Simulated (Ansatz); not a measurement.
## Run report: Si₂H₆SO₂, geometry relaxation (part 2 of 2)

Si₂H₆SO₂, SMILES O[SiH2]O[SiH2]S; RKS PBE/def2-SVP (Ansatz 0.2.0). It belongs to a series of runs on one base structure; here: end point A relaxed.

Trajectory as extended XYZ, continued:
```
11
Properties=species:S:1:pos:R:3:forces:R:3 step=11 energy=-30757.33886
O    -1.2843    1.8414    1.4027    0.2513  -0.0591   0.0243
Si   -1.4302    0.2330    0.9558    0.2046   0.0722  -0.1419
O    -0.4136   -0.1741   -0.3254   -0.1331   0.0046   0.1344
Si    0.8972   -1.0156   -0.9327   -0.0130   0.1730   0.0402
S     2.6733    0.2195   -1.0989   -0.1357  -0.1016   0.0280
H    -0.4307    2.0981    1.8081   -0.2444  -0.0998  -0.1310
H    -1.0920   -0.6795    2.1046   -0.0122  -0.0322  -0.0073
H    -2.8495    0.0963    0.5027    0.0742  -0.0080   0.0046
H     0.4982   -1.5422   -2.2837    0.0302   0.0309   0.0842
H     1.3148   -2.1185    0.0023   -0.0103   0.0348  -0.0402
H     2.1820    0.9846   -2.1149   -0.0114  -0.0150   0.0047
11
Properties=species:S:1:pos:R:3:forces:R:3 step=12 energy=-30757.34598
O    -1.2415    1.8388    1.3678    0.0640  -0.1340  -0.0003
Si   -1.4298    0.2251    0.9546    0.1543   0.1288  -0.1325
O    -0.4607   -0.2026   -0.3537   -0.0662  -0.0395   0.0637
Si    0.8820   -1.0096   -0.9382    0.0272   0.0792   0.1317
S     2.6461    0.2465   -1.0379   -0.1977  -0.0614  -0.0599
H    -0.3806    2.0886    1.7525   -0.0916  -0.0618  -0.0632
H    -1.0779   -0.6870    2.1012   -0.0018   0.0007  -0.0143
H    -2.8626    0.1012    0.5403    0.0823   0.0028   0.0129
H     0.5245   -1.5464   -2.2956    0.0259   0.0662   0.0632
H     1.3090   -2.1054   -0.0015   -0.0425  -0.0058  -0.0147
H     2.1568    0.9939   -2.0687    0.0461   0.0248   0.0134
11
Properties=species:S:1:pos:R:3:forces:R:3 step=13 energy=-30757.35679
O    -1.1499    1.8287    1.2897   -0.2720  -0.2901  -0.0277
Si   -1.4256    0.2067    0.9496    0.1419   0.3095  -0.0893
O    -0.5407   -0.2721   -0.3962    0.0065  -0.1548   0.0188
Si    0.8604   -1.0214   -0.9193   -0.0864   0.1550  -0.0779
S     2.5632    0.3170   -0.9369   -0.0612  -0.0341   0.0108
H    -0.2691    2.0631    1.6221    0.1462  -0.0245   0.0208
H    -1.0505   -0.6931    2.1006    0.0008   0.0361  -0.0237
H    -2.8786    0.1121    0.6032    0.0875   0.0260   0.0311
H     0.5973   -1.5201   -2.3108   -0.0058   0.0095   0.0645
H     1.2565   -2.1340    0.0071    0.0376   0.0107   0.0200
H     2.1021    1.0563   -1.9885    0.0050  -0.0434   0.0525
11
Properties=species:S:1:pos:R:3:forces:R:3 step=14 energy=-30757.36816
O    -1.0865    1.8146    1.2366   -0.1564  -0.2588   0.0075
Si   -1.4205    0.1938    0.9379    0.1718   0.3707  -0.0440
O    -0.6091   -0.3358   -0.4372    0.0225  -0.1681  -0.0077
Si    0.8341   -1.0303   -0.9280   -0.0886   0.1726   0.0595
S     2.4931    0.3626   -0.8282   -0.1021  -0.0358  -0.0828
H    -0.1747    2.0354    1.4967    0.0005  -0.0833  -0.0358
H    -1.0141   -0.6866    2.0932   -0.0048   0.0117  -0.0367
H    -2.8897    0.1288    0.6607    0.0947   0.0222   0.0175
H     0.6226   -1.5198   -2.3316    0.0335   0.0263   0.0736
H     1.2478   -2.1264    0.0102    0.0053  -0.0348  -0.0163
H     2.0622    1.1070   -1.8896    0.0236  -0.0226   0.0653
11
Properties=species:S:1:pos:R:3:forces:R:3 step=16 energy=-30757.38930
O    -0.9759    1.7989    1.1363    0.3449  -0.1555   0.0271
Si   -1.4002    0.1866    0.9261    0.1236   0.2077  -0.1748
O    -0.7132   -0.4663   -0.4770    0.1225  -0.0890   0.0838
Si    0.7958   -1.0587   -0.9216   -0.1946   0.2412   0.0846
S     2.3502    0.4393   -0.6485   -0.0842  -0.0619  -0.0652
H    -0.0142    1.9767    1.2492   -0.4394  -0.1619  -0.0816
H    -0.9600   -0.6711    2.0848   -0.0074   0.0195  -0.0133
H    -2.8862    0.1815    0.7415    0.1120   0.0109   0.0229
H     0.6928   -1.4827   -2.3599    0.0285   0.0235   0.1186
H     1.2360   -2.1691   -0.0108   -0.0078  -0.0236  -0.0455
H     1.9402    1.2080   -1.6994    0.0020  -0.0109   0.0433
11
Properties=species:S:1:pos:R:3:forces:R:3 step=17 energy=-30757.40973
O    -0.8894    1.7856    1.0432    0.0353  -0.2227  -0.0050
Si   -1.3869    0.1863    0.9173    0.1540   0.1460  -0.2037
O    -0.7604   -0.5566   -0.4756    0.0925   0.0114   0.1296
Si    0.7784   -1.0686   -0.9087   -0.1600   0.1270   0.0350
S     2.2607    0.4915   -0.5380   -0.1052  -0.1176  -0.0434
H     0.0806    1.9073    1.0947   -0.1220  -0.0792  -0.0369
H    -0.9412   -0.6431    2.0934   -0.0184   0.0252   0.0051
H    -2.8751    0.2261    0.7745    0.0830   0.0061   0.0115
H     0.7291   -1.4486   -2.3621    0.0283   0.0638   0.1028
H     1.2403   -2.2127   -0.0514    0.0161   0.0270  -0.0097
H     1.8290    1.2760   -1.5667   -0.0038   0.0130   0.0147
11
Properties=species:S:1:pos:R:3:forces:R:3 step=18 energy=-30757.41909
O    -0.8049    1.7586    0.9587   -0.0315  -0.2454  -0.0093
Si   -1.3803    0.1813    0.9115    0.1460   0.2013  -0.1276
O    -0.8059   -0.6429   -0.4615    0.0738   0.0011   0.1519
Si    0.7502   -1.0881   -0.8926    0.0310   0.2152  -0.1123
S     2.1775    0.5118   -0.4695   -0.0304  -0.0208   0.0462
H     0.1736    1.8177    0.9542   -0.0879  -0.0653  -0.0200
H    -0.9555   -0.6117    2.1202   -0.0066   0.0017  -0.0255
H    -2.8663    0.2745    0.7946    0.0457   0.0009  -0.0103
H     0.7710   -1.3653   -2.3721   -0.0641  -0.0652   0.1792
H     1.2739   -2.2245   -0.0583   -0.0582   0.0087  -0.0745
H     1.7320    1.3316   -1.4647   -0.0178  -0.0323   0.0022
11
Properties=species:S:1:pos:R:3:forces:R:3 step=19 energy=-30757.42271
O    -0.7996    1.7568    0.9488   -0.0072  -0.2059  -0.0118
Si   -1.3784    0.1822    0.9118    0.1164   0.1593  -0.1140
O    -0.8054   -0.6502   -0.4560    0.0700   0.0185   0.1350
Si    0.7512   -1.0853   -0.8925    0.0133   0.1405  -0.0958
S     2.1764    0.5112   -0.4599   -0.0281  -0.0033   0.0405
H     0.1794    1.8101    0.9317   -0.0886  -0.0568  -0.0065
H    -0.9561   -0.6068    2.1239   -0.0047   0.0050  -0.0214
H    -2.8640    0.2772    0.7948    0.0377   0.0012  -0.0096
H     0.7656   -1.3633   -2.3709   -0.0511  -0.0465   0.1553
H     1.2767   -2.2272   -0.0677   -0.0478   0.0082  -0.0643
H     1.7194    1.3385   -1.4433   -0.0099  -0.0203  -0.0076
11
Properties=species:S:1:pos:R:3:forces:R:3 step=20 energy=-30757.42743
O    -0.7751    1.7438    0.9336    0.0532   0.0158   0.0099
Si   -1.3751    0.1861    0.9105    0.0035  -0.0239  -0.0348
O    -0.7880   -0.6659   -0.4312    0.0011  -0.0039   0.0638
Si    0.7665   -1.0784   -0.8825   -0.1474  -0.0269  -0.1219
S     2.1544    0.5414   -0.4516    0.1222   0.0090   0.0762
H     0.2050    1.7690    0.9108   -0.0559  -0.0076  -0.0013
H    -0.9793   -0.5951    2.1354   -0.0140   0.0023   0.0055
H    -2.8562    0.2955    0.7682    0.0057   0.0020  -0.0009
H     0.7450   -1.3754   -2.3499    0.0223   0.0105   0.0036
H     1.2832   -2.2488   -0.0964    0.0492   0.0642   0.0244
H     1.6847    1.3709   -1.4263   -0.0398  -0.0415  -0.0243
11
Properties=species:S:1:pos:R:3:forces:R:3 step=22 energy=-30757.43205
O    -0.7238    1.7111    0.9829   -0.0171   0.0023   0.0036
Si   -1.3951    0.1837    0.9227    0.0505   0.0202  -0.0128
O    -0.7693   -0.6822   -0.3899   -0.0150  -0.0096  -0.0021
Si    0.7767   -1.0673   -0.8828    0.0279   0.0016   0.0142
S     2.1695    0.5716   -0.5139   -0.0541   0.0207  -0.0440
H     0.2546    1.6958    0.9304    0.0081   0.0077   0.0019
H    -1.1063   -0.6190    2.1614   -0.0008  -0.0165   0.0152
H    -2.8599    0.3571    0.7065   -0.0240   0.0040  -0.0111
H     0.7318   -1.3926   -2.3427   -0.0104   0.0069  -0.0026
H     1.3548   -2.1931   -0.0767    0.0055  -0.0039  -0.0027
H     1.6322    1.3781   -1.4772    0.0294  -0.0333   0.0404
11
Properties=species:S:1:pos:R:3:forces:R:3 step=23 energy=-30757.43236
O    -0.7271    1.7148    0.9769   -0.0013   0.0012   0.0059
Si   -1.3915    0.1844    0.9217    0.0155   0.0088  -0.0139
O    -0.7703   -0.6841   -0.3914   -0.0092  -0.0123   0.0068
Si    0.7760   -1.0698   -0.8830    0.0046   0.0011   0.0029
S     2.1640    0.5692   -0.5053   -0.0149   0.0189  -0.0293
H     0.2518    1.7037    0.9296   -0.0017   0.0054   0.0009
H    -1.0976   -0.6163    2.1612    0.0017  -0.0061   0.0088
H    -2.8578    0.3532    0.7078   -0.0137   0.0031  -0.0039
H     0.7291   -1.3889   -2.3443    0.0003   0.0042  -0.0016
H     1.3542   -2.1987   -0.0812    0.0024  -0.0029  -0.0020
H     1.6344    1.3757   -1.4715    0.0163  -0.0214   0.0254
11
Properties=species:S:1:pos:R:3:forces:R:3 step=24 energy=-30757.43253
O    -0.7264    1.7151    0.9721    0.0053  -0.0046  -0.0054
Si   -1.3926    0.1850    0.9249    0.0053  -0.0044  -0.0028
O    -0.7676   -0.6960   -0.3781   -0.0011  -0.0018   0.0077
Si    0.7774   -1.0716   -0.8816   -0.0013   0.0004   0.0019
S     2.1632    0.5682   -0.5008    0.0053   0.0018   0.0062
H     0.2523    1.7032    0.9165   -0.0082   0.0032   0.0084
H    -1.1063   -0.6077    2.1720    0.0002   0.0026   0.0003
H    -2.8586    0.3538    0.7032   -0.0020   0.0030  -0.0011
H     0.7251   -1.3729   -2.3462   -0.0017  -0.0054  -0.0069
H     1.3634   -2.2073   -0.0948   -0.0022   0.0030  -0.0035
H     1.6352    1.3733   -1.4666    0.0003   0.0022  -0.0048
```

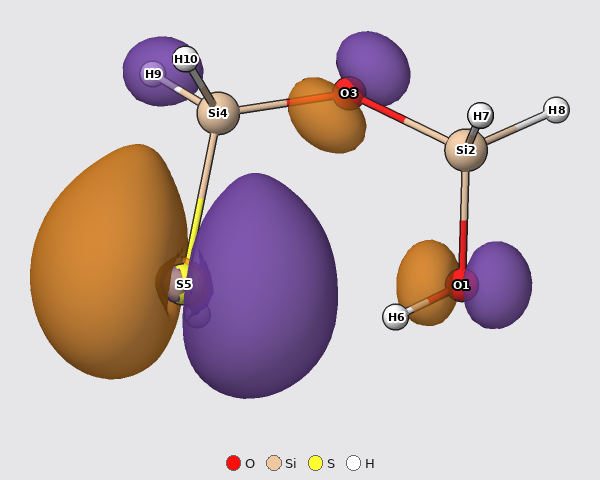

*The HOMO at ±0.1 Å⁻³ᐟ² (orange and purple are the two phases), seen face on.*

Its energy is −6.70 eV.

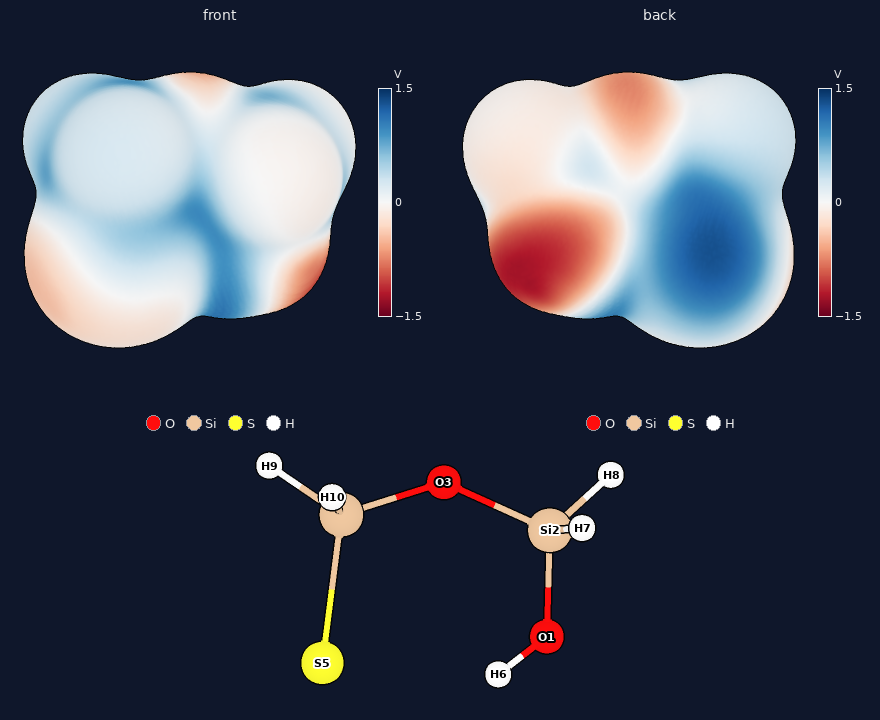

*The electrostatic potential painted on the density surface at 0.001 e/bohr³, seen at a tilt and from behind; the colour scale runs from red (negative) to blue (positive). The bare structure is drawn below in the same view.*

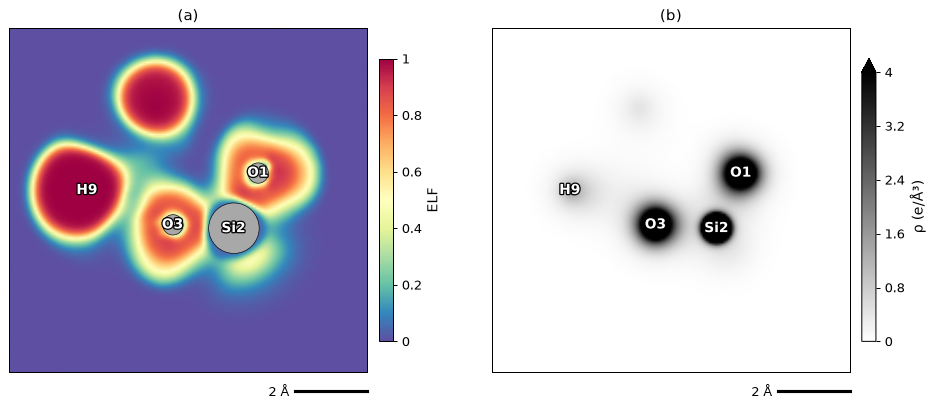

*(a) ELF; (b) electron density on the plane of atoms O1, Si2 and O3. Grey discs, where drawn, cover atomic cores.*

The plane passes through O, Si and H nuclei. Si–O (1.67 Å): ρ at the midpoint is about 1.1 e/Å³; the ELF peaks at about 0.85 between the atoms, which marks a polar covalent bond.

The run was set up as follows.

The input:
```yaml
crystal:
  periodic: [false, false, false]
  atoms:
    - { symbol: O, position_ang: [-1.4444, 1.6839, 1.5893] }
    - { symbol: Si, position_ang: [-1.3204, 0.2033, 0.9577] }
    - { symbol: O, position_ang: [0.0458, 0.1495, 0.0689] }
    - { symbol: Si, position_ang: [0.9635, -0.9503, -0.8378] }
    - { symbol: S, position_ang: [2.7188, -0.0651, -1.4893] }
    - { symbol: H, position_ang: [-0.6704, 2.2525, 1.6436] }
    - { symbol: H, position_ang: [-1.2173, -0.7605, 2.0762] }
    - { symbol: H, position_ang: [-2.4298, -0.0923, 0.0805] }
    - { symbol: H, position_ang: [0.0903, -1.2926, -1.9867] }
    - { symbol: H, position_ang: [1.189, -2.1687, -0.0082] }
    - { symbol: H, position_ang: [2.1401, 0.9834, -2.0736] }
basis:
  gaussian: { orbitals: def2-SVP }
hamiltonian:
  xc: pbe
relax:
  f_tol: 0.015
  max_steps: 40
output:
  orbitals: {}
```

Launch command:
```bash
ansatz run input.yaml --threads 2 --pin off --max-ram 3072MiB --backend cpu --events-out ev --progress --plain --runs-dir out
```

Summary:

| quantity | value |
| --- | --- |
| outcome | converged |
| total energy | −30757.4326 eV |
| mean-field energy | −30757.4326 eV |
| largest force (length of the vector) at the end | 0.012 eV/Å |
| hardware | 2 threads of Arm Neoverse V1, 24 GiB of memory available, shared host |
| wall time | 57 s (CPU time 1.8 min) |
| peak memory | 0.15 GiB |
